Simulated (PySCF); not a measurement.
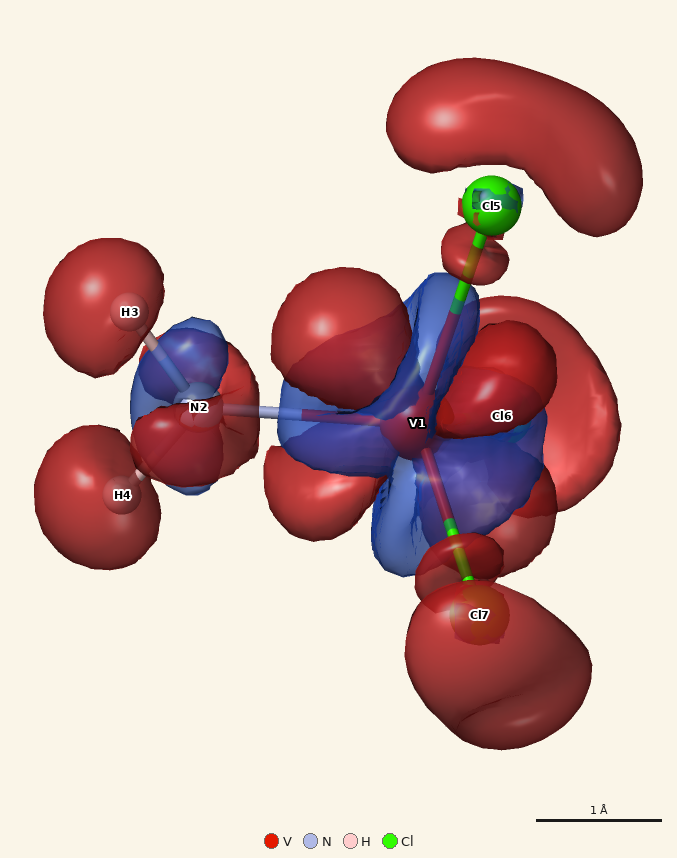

Figure 1: V(NH2)Cl3 (Cl$_{3}$H$_{2}$NV, doublet). Fukui function f⁺ = ρ(N+1) − ρ(N) at fixed geometry, surfaces at ±0.02 e/Å³ (red positive, blue negative).

Method: CAM-B3LYP/def2-SVPD; geometry: GFN2-xTB; program: PySCF. This is a single-reference result, which may miss multireference character in this system. No frequency check shows the geometry to be a minimum. GFN2-xTB bond lengths at metals and heavier atoms can be off by up to 0.1 Å and shapes distorted, which carries into these values. GFN2-xTB doesn't know the spin state, so this open-shell geometry is rough.

The calculation's input:

```python
import numpy as np
from pyscf import gto, scf, dft
from pyscf.scf import atom_ks, atom_hf
from scipy.linalg import block_diag

def solve(mol, dm0=None, hcore=None):
    mf = (dft.UKS if mol.spin else dft.RKS)(mol, xc='camb3lyp')
    mf.grids.level = 3
    mf = mf.density_fit(auxbasis='def2-universal-jkfit')
    mf.conv_tol, mf.max_cycle = 1e-8, 80
    if hcore is not None:
        mf.get_hcore = lambda *args: hcore
    mf.kernel(dm0)
    if not mf.converged:
        mf = mf.newton().run(mf.mo_coeff, mf.mo_occ, max_cycle=30)
    assert mf.converged, 'SCF not converged'
    return mf

mol = gto.M(atom='''
V      0.00047    -0.08510     0.15780
N      0.00438    -0.02373     1.92267
H      0.01007     0.81897     2.49643
H     -0.00270    -0.85126     2.52209
Cl    -0.00876     1.91114    -0.39852
Cl    -1.75053    -0.89829    -0.44937
Cl     1.75642    -0.88604    -0.45250
''', basis='def2-svpd', charge=0, spin=1, verbose=4)
mf = solve(mol)
out = dict(e0=mf.e_tot, dm0=mf.make_rdm1(), c=mf.mo_coeff, occ=mf.mo_occ, eps=mf.mo_energy)
for name, dq, spin in [('cation', 1, 0), ('anion', -1, 0)]:
    ion = mol.copy().set(charge=mol.charge + dq, spin=spin).build()
    mi = solve(ion)
    if spin and dq > 0 and mol.nao < 130:
        c, _, stable, _ = mi.stability(return_status=True)
        if not stable:
            mi = solve(ion, mi.make_rdm1(c, mi.mo_occ))
    print(name, 'vertical energy change / eV', (mi.e_tot - mf.e_tot) * 27.211386)
    out.update({'e_' + name: mi.e_tot, 'dm_' + name: mi.make_rdm1(), 's2_' + name: mi.spin_square()[0], 'eps_' + name: mi.mo_energy, 'occ_' + name: mi.mo_occ})
# spherically averaged free atoms, for the promolecule
atm = atom_ks.get_atm_nrks(mol, xc='camb3lyp')
pro = block_diag(*[(atm[a[0]][2] * atm[a[0]][3]) @ atm[a[0]][2].T for a in mol._atom])
np.savez('result.npz', pro=pro, **out)
```

Command:

```sh
OMP_NUM_THREADS=1 python input.py
```

The run took 46 s on 1 thread of AMD EPYC 9B45 (Zen 5), with other jobs on the host, peak memory 0.84 GiB.

Partitions, critical points and surface values were worked out afterwards from this run's density.

Q: Which atoms respond most to the addition of an electron?

A: f⁺ (Hirshfeld-condensed) is largest on V1 (0.22), Cl5 (0.21) and Cl6 and Cl7 (0.18 each); the vertical electron affinity is 1.09 eV (to the singlet anion, which needn't be its lowest state). Condensed values hint at sites of nucleophilic attack but needn't mark the atom that reacts. Shares this close don't rank the sites. Orbital relaxation makes it negative in places (0.34 e in all).

| atom | f⁺ | charge |
| --- | --- | --- |
| V1 | +0.22 | +0.39 |
| N2 | +0.08 | −0.27 |
| H3 | +0.07 | +0.14 |
| H4 | +0.07 | +0.14 |
| Cl5 | +0.21 | −0.14 |
| Cl6 | +0.18 | −0.12 |
| Cl7 | +0.18 | −0.12 |
